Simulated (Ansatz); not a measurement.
**BF (SMILES [B]F): PBE0/def2-TZVPPD**

What is the energy change on altering one bond length of BF at PBE0/def2-TZVPPD? 

Program for the calculation: Ansatz 0.2.0.

39 further runs of the same task are left out: 1 that didn't finish, 38 set aside as unsound or not needed.

### 1 The molecule

BF: 2 atoms, total charge 0, spin state singlet. SMILES: `[B]F`. Geometry: relaxed at PBE0-D4/def2-TZVP.

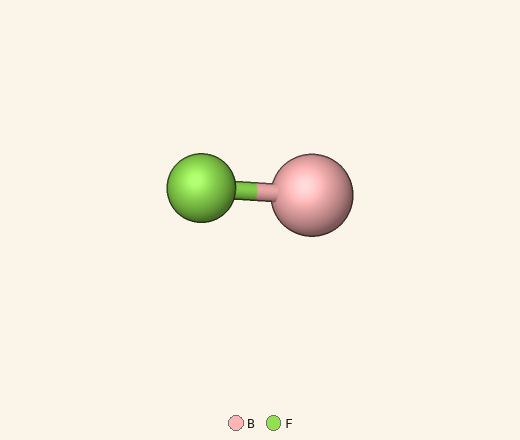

Viewed from a chosen angle; boron pink, fluorine green.

### 2 The energy at PBE0/def2-TZVPPD

The input, input.yaml:

```yaml
crystal:
  periodic: [false, false, false]
  atoms:
    - {symbol: B, position_ang: [0.000000, -0.000000, -0.009350]}
    - {symbol: F, position_ang: [-0.000000, 0.000000, 1.253740]}
basis:
  gaussian:
    orbitals: def2-TZVPPD.json
output:
  orbitals: {seedname: orbitals}
accuracy: high
hamiltonian:
  xc: pbe0
```

The basis set def2-TZVPPD is read from a file made from the Basis Set Exchange's data (not shown).

Run with:

```bash
$ ansatz run input.yaml --threads 1 --pin off --max-ram 3480MiB --events-out events.jsonl --progress --plain --runs-dir runs
```

The program printed:

```text
Warning: RAYON_NUM_THREADS=1 ignored (pool sized by the plan → 1); use --threads N
Functional definition: PBE0
  name "PBE0"
  parameter a = 0.25
  parameter kappa = 0.804
  parameter beta = 0.06672455060314922
  exchange = (1 - a)*pbe_x(kappa = kappa, mu = beta*pi^2/3) + a*exact_x
  correlation = pbe_c(beta = beta)
1035 factors; integrals over basis functions are off by at most 3.7e-9 eV
mean field evaluation 1: about -3389.1834 eV, gradient 2.5e1 eV
mean field evaluation 2: about -3387.9317 eV, gradient 4.0e1 eV
mean field evaluation 4: about -3390.0097 eV, gradient 2.7e-1 eV
mean field evaluation 8: about -3390.0107 eV, gradient 8.6e-3 eV
mean field evaluation 16: about -3390.0107 eV, gradient 4.7e-8 eV
mean field -3390.01068830 eV, -124.5805949632 hartree, gradient 1.6e-8 eV, S^2 0.000000; 0 other end points of the search recorded, 0 dependent functions left out
reference -3390.01069079 eV, -124.5805950546 hartree; 7, 7 occupied and 70, 70 virtual orbitals, 1035 factors
Total energy: -3390.01069079 eV, -124.5805950546 hartree
```

It took 1.5 s on 1 thread of Arm Neoverse V1, shared host; peak memory 0.13 GiB.

### 3 The distorted shape at the same level

The input, input.yaml:

```yaml
crystal:
  periodic: [false, false, false]
  atoms:
    - {symbol: B, position_ang: [0.000000, -0.000000, -0.198860]}
    - {symbol: F, position_ang: [-0.000000, 0.000000, 1.253740]}
basis:
  gaussian: {orbitals: def2-TZVPPD.json}
magnetization: {spin_polarized: false, initial_magnetization: 0}
hamiltonian: {xc: pbe0}
accuracy: high
output: {orbitals: {seedname: orbitals}}
```

The basis set def2-TZVPPD is read from a file made from the Basis Set Exchange's data (not shown).

Run with:

```bash
$ ansatz run input.yaml --threads 1 --pin off --max-ram 3480MiB --events-out events.jsonl --progress --plain --runs-dir runs
```

The program printed, shortened:

```text
Warning: RAYON_NUM_THREADS=1 ignored (pool sized by the plan → 1); use --threads N
[... 7 set-up lines as earlier in the session ...]
1029 factors; integrals over basis functions are off by at most 3.8e-9 eV
mean field evaluation 1: about -3388.1512 eV, gradient 2.9e1 eV
mean field evaluation 2: about -3383.2896 eV, gradient 6.5e1 eV
mean field evaluation 4: about -3389.4043 eV, gradient 6.5e-1 eV
mean field evaluation 8: about -3389.4056 eV, gradient 2.0e-2 eV
mean field evaluation 16: about -3389.4056 eV, gradient 1.4e-7 eV
mean field -3389.40559771 eV, -124.5583582944 hartree, gradient 8.0e-9 eV, S^2 0.000000; 0 other end points of the search recorded, 0 dependent functions left out
reference -3389.40560016 eV, -124.5583583841 hartree; 7, 7 occupied and 70, 70 virtual orbitals, 1029 factors
Total energy: -3389.40560016 eV, -124.5583583841 hartree
```

Wall time 1.6 s (1 thread of Arm Neoverse V1, shared host); peak memory 0.13 GiB.

### 4 Outcome

At PBE0/def2-TZVPPD:

```
                                                         quantity          value
                                        first shape: total energy  -124.58060 Eh
                                         first shape: HOMO energy       -8.03 eV
                                         first shape: LUMO energy       -1.06 eV
                                       first shape: HOMO–LUMO gap        6.97 eV
                                    distorted shape: total energy  -124.55836 Eh
                                     distorted shape: HOMO energy       -8.65 eV
                                     distorted shape: LUMO energy       -1.89 eV
                                   distorted shape: HOMO–LUMO gap        6.76 eV
energy change with the B1–F2 bond stretched from 1.263 to 1.453 Å       0.605 eV
```

In words: With the B1–F2 bond stretched from 1.263 to 1.453 Å the energy rises by 0.61 eV (14.0 kcal/mol).
